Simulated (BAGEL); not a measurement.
# SiH2S2 (SMILES S[Si]S) at HF/6-31G(d) (density fitting with qzvpp-jkfit, spherical functions)

Aim: the vertical ionisation energy of SiH2S2 at HF/6-31G* (density fitting with qzvpp-jkfit, spherical functions), from 2 runs. 

The calculation is run with BAGEL 1.2.2.

## 1. The molecule

SiH2S2: 5 atoms, total charge 0, spin state singlet. SMILES: `S[Si]S`. The shape is that of a PBE0-D4/def2-TZVP optimisation. This is one conformer, not always the lowest.

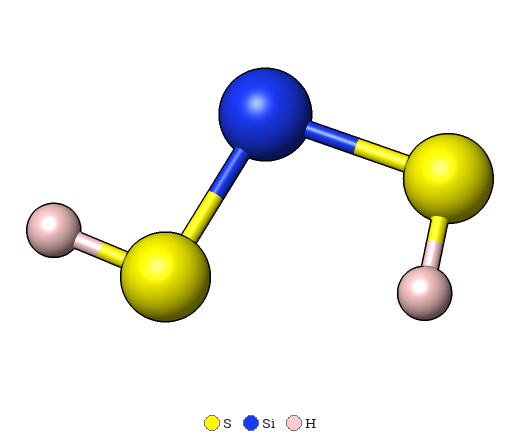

Viewed from a chosen angle; sulfur yellow, silicon blue, hydrogen pink.

## 2. The energy at HF/6-31G(d) (density fitting with qzvpp-jkfit, spherical functions)

The input, input.json:

```json
{ "bagel": [

{
  "title": "molecule",
  "basis": "6-31gs.json",
  "df_basis": "qzvpp-jkfit",
  "angstrom": true,
  "geometry": [
    { "atom": "S", "xyz": [   -0.640700,   -1.023800,   -0.541200 ] },
    { "atom": "Si", "xyz": [   -0.655200,    0.968900,    0.237800 ] },
    { "atom": "S", "xyz": [    1.426500,    1.117300,    0.734200 ] },
    { "atom": "H", "xyz": [   -1.954700,   -1.042200,   -0.825100 ] },
    { "atom": "H", "xyz": [    1.874100,   -0.093900,    0.352900 ] }
  ]
},
{
  "title": "hf"
},
{
  "title": "print",
  "file": "orbitals.molden",
  "orbitals": true
}

]}
```

The basis set 6-31G* is read from a file made from the Basis Set Exchange's data (not shown).

Started as:

```sh
$ BAGEL_NUM_THREADS=1 BAGEL input.json > input.out
```

The log of the run:

```text
* using 1 threads per process

  ===============================================================
  ===============================================================

  *** Geometry ***

  { "atom" : "S", "xyz" : [     -1.210748,     -1.934702,     -1.022720 ] },
  { "atom" : "Si", "xyz" : [     -1.238149,      1.830956,      0.449377 ] },
  { "atom" : "S", "xyz" : [      2.695694,      2.111391,      1.387437 ] },
  { "atom" : "H", "xyz" : [     -3.693848,     -1.969473,     -1.559213 ] },
  { "atom" : "H", "xyz" : [      3.541536,     -0.177445,      0.666884 ] },

  Number of auxiliary basis functions:      420

  Since a DF basis is specified, we compute 2- and 3-index integrals:
    o Being stored without compression. Storage requirement is 0.011 GB

  Number of basis functions:       58
  Number of electrons      :       48

    * METHOD: MOLECULE                             0.14

  *** RHF ***

  === Nuclear Repulsion ===
   175.6983738925

      * DIIS with orbital gradients will be used.

  === RHF iteration (6-31gs.json) ===
      0      -1085.06461444          0.01021176           0.04
      1      -1085.11427936          0.00390825           0.03
      2      -1085.12175740          0.00122247           0.03
      3      -1085.12297087          0.00025894           0.04
      4      -1085.12304671          0.00008309           0.04
      5      -1085.12305718          0.00002440           0.04
      6      -1085.12305807          0.00000711           0.04
      7      -1085.12305814          0.00000226           0.04
      8      -1085.12305814          0.00000059           0.04
      9      -1085.12305814          0.00000015           0.04
     10      -1085.12305814          0.00000005           0.04
     11      -1085.12305814          0.00000002           0.04
     12      -1085.12305814          0.00000001           0.04
    * SCF iteration converged.

    * Permanent dipole moment:
           (    0.489624,     0.213974,     0.187119) a.u.

    * METHOD: HF                                   0.56

    * METHOD: PRINT                                0.01

  ===============================================================
```

Wall time 0.88 s (1 thread of Arm Neoverse V2, shared host); peak memory 0.082 GiB.

## 3. The doublet cation

The input, hf.json:

```json
{ "bagel" : [

{
  "title" : "molecule",
  "basis" : "6-31gs.json",
  "df_basis" : "qzvpp-jkfit",
  "angstrom" : "true",
  "geometry" : [
    { "atom" : "S", "xyz" : [      -0.640700,      -1.023800,      -0.541200 ] },
    { "atom" : "Si", "xyz" : [      -0.655200,       0.968900,       0.237800 ] },
    { "atom" : "S", "xyz" : [       1.426500,       1.117300,       0.734200 ] },
    { "atom" : "H", "xyz" : [      -1.954700,      -1.042200,      -0.825100 ] },
    { "atom" : "H", "xyz" : [       1.874100,      -0.093900,       0.352900 ] }
  ]
},

{
  "title" : "uhf",
  "charge" : 1,
  "nopen" : 1
},

{
  "title" : "print",
  "file" : "orbitals.molden",
  "orbitals" : "true"
}

]}
```

The basis set 6-31G* is read from a file made from the Basis Set Exchange's data (not shown).

Started as:

```sh
$ BAGEL_NUM_THREADS=1 BAGEL hf.json > hf.out
```

The log of the run:

```text
* using 1 threads per process

  ===============================================================
  ===============================================================

  *** Geometry ***

  { "atom" : "S", "xyz" : [     -1.210748,     -1.934702,     -1.022720 ] },
  { "atom" : "Si", "xyz" : [     -1.238149,      1.830956,      0.449377 ] },
  { "atom" : "S", "xyz" : [      2.695694,      2.111391,      1.387437 ] },
  { "atom" : "H", "xyz" : [     -3.693848,     -1.969473,     -1.559213 ] },
  { "atom" : "H", "xyz" : [      3.541536,     -0.177445,      0.666884 ] },

  Number of auxiliary basis functions:      420

  Since a DF basis is specified, we compute 2- and 3-index integrals:
    o Being stored without compression. Storage requirement is 0.011 GB

  Number of basis functions:       58
  Number of electrons      :       48

    * METHOD: MOLECULE                             0.15

  *** Open-shell HF ***

  === Nuclear Repulsion ===
   175.6983738925

      * DIIS with orbital gradients will be used.

  === UHF iteration (6-31gs.json) ===
      0      -1084.69901866          0.02554116           0.08
      1      -1084.78696687          0.01266636           0.08
      2      -1084.80346714          0.00597690           0.08
      3      -1084.80801471          0.00131175           0.07
      4      -1084.80882997          0.00036138           0.08
      5      -1084.80890829          0.00016708           0.08
      6      -1084.80893551          0.00005452           0.08
      7      -1084.80894196          0.00002817           0.08
      8      -1084.80894507          0.00001589           0.08
      9      -1084.80894644          0.00000725           0.08
     10      -1084.80894680          0.00000358           0.08
     11      -1084.80894687          0.00000207           0.08
     12      -1084.80894690          0.00000140           0.08
     13      -1084.80894691          0.00000086           0.07
     14      -1084.80894691          0.00000048           0.07
     15      -1084.80894691          0.00000021           0.08
     16      -1084.80894691          0.00000011           0.08
     17      -1084.80894691          0.00000007           0.08
     18      -1084.80894691          0.00000005           0.08
     19      -1084.80894691          0.00000003           0.08
     20      -1084.80894691          0.00000001           0.08
     21      -1084.80894691          0.00000001           0.08
    * SCF iteration converged.

    * S^2 (UHF) is 0.7668

    * Permanent dipole moment:
           (    1.461084,    -0.432500,     0.137884) a.u.

    * METHOD: UHF                                  1.85

    * METHOD: PRINT                                0.01

  ===============================================================
```

Run time: 2.2 s. Hardware: 1 thread of Arm Neoverse V2, shared host; peak memory 0.082 GiB.

## 4. Summary of results

Level: HF/6-31G* (density fitting with qzvpp-jkfit, spherical functions).

| quantity | value |
| --- | --- |
| singlet SiH2S2: total energy | -1085.12306 Eh |
| singlet SiH2S2: dipole moment | 1.44 D |
| singlet SiH2S2: HOMO energy | -9.57 eV |
| singlet SiH2S2: LUMO energy | 0.73 eV |
| singlet SiH2S2: HOMO–LUMO gap | 10.30 eV |
| doublet cation: total energy | -1084.80895 Eh |
| doublet cation: ⟨S²⟩ | 0.767 |
| vertical ionisation energy (to the doublet cation) | 8.547 eV |

In words: Removing an electron at fixed nuclei costs 8.55 eV (197 kcal/mol). −ε(HOMO) before ionisation, 9.57 eV, is 1.02 eV above this ionisation energy.
